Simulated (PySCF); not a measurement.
# FeF₄: relaxation and vibrations of the quintet

Where does quintet FeF₄ go from a tetrahedral start, is the end point a minimum, and what are its modes, charges and moments?

Computed with PySCF 2.14.0. Level: PBE0, basis Fe def2-SVP, F def2-SVP, no relativity, density fitting.

## 1. Starting geometry

5 atoms, charge 0, spin multiplicity 5.

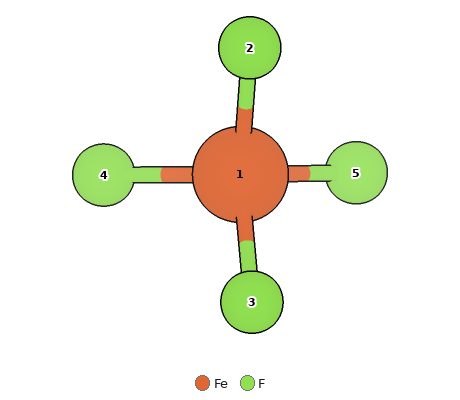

As it starts; iron orange, fluorine green; atoms are numbered from 1 in the order of the file.

Z-matrix (Å, degrees; charge 0 multiplicity 5):
```
Fe
F  1 1.8000
F  1 1.8000 2 109.48
F  1 1.8000 2 109.47 3 120.00
F  1 1.8000 2 109.47 3 -120.00
```

## 2. Finding the electronic state

The steps below are one call of a driver around PySCF. For each, scf.py gives the equivalent set-up of the SCF; relaxations use the driver's own optimiser. After this first run the driver tries any further starts and a stability analysis.

Input file scf.py:

```python
from pyscf import gto, scf, dft
mol = gto.M(atom='''
Fe     0.000000     0.000000     0.000000
F      1.469800     0.000000     1.039100
F     -1.469800     0.000000     1.039100
F      0.000000     1.469800    -1.039100
F     -0.000000    -1.469800    -1.039100''',
    basis={'Fe': 'def2-SVP', 'F': 'def2-SVP'},
    charge=0, spin=4)
mf = dft.UKS(mol, xc='PBE0')
mf.grids.atom_grid = (50, 194)
aux = {'Fe': 'def2-universal-JKFIT', 'F': 'def2-universal-JKFIT'}
mf = mf.density_fit(auxbasis=aux)
mf.conv_tol = 1e-08
mf.diis_space = 10
mf.max_cycle = 60
mf.init_guess = 'minao'
mf.verbose = 4
mf.kernel()
```

Started as:

```
$ OMP_NUM_THREADS=2 python axn.py task.json out
```

After this run come: Relaxing the quintet from the tetrahedral start; Relaxing without the symmetry constraint; Vibrations and properties at this point.

What does the calculation give? Wanted: minimum; geometry; wavenumbers; dipole moment; highest occupied, lowest empty level; polar-tensor charge of Fe1; zero-point energy; atomisation energy; ⟨S²⟩.

**Answer**, as computed:

| quantity | value |
| --- | --- |
| minimum | quintet, D2d |
| geometry | Fe–F 1.704 Å (×4); F–Fe–F 97.3° (×4), F–Fe–F 138.2° (×2) |
| wavenumbers (cm⁻¹) | 134 (a1), 189 (b2), 275 (e), 342 (b1), 656 (b2), 664 (a1), 775 (e) |
| dipole moment | 0.00 D |
| highest occupied, lowest empty level (either spin) | -11.54, -6.73 eV |
| polar-tensor charge of Fe1 | +2.02 e |
| zero-point energy | 24.4 kJ/mol |
| entropy at 298.15 K | 326.5 J/(mol K) |
| atomisation energy (no zero-point energy) | 1485 kJ/mol |
| ⟨S²⟩ | 6.044 |

**Reading.** The tetrahedral start (Td) ends in a minimum of D2d symmetry. The strongest infrared band lies at 775 cm⁻¹ (e, stretch). Fe1 has a polar-tensor charge of +2.0 e (a dipole derivative, not a static charge), yet symmetry cancels the bond dipoles. Most of the spin sits on Fe1 (Mulliken spin 3.33, against 4 for the whole molecule). Only this shape and spin were tried, so other structures or states may lie lower. Open d and f shells are described by one determinant, and the ground state may have another occupation or spin.
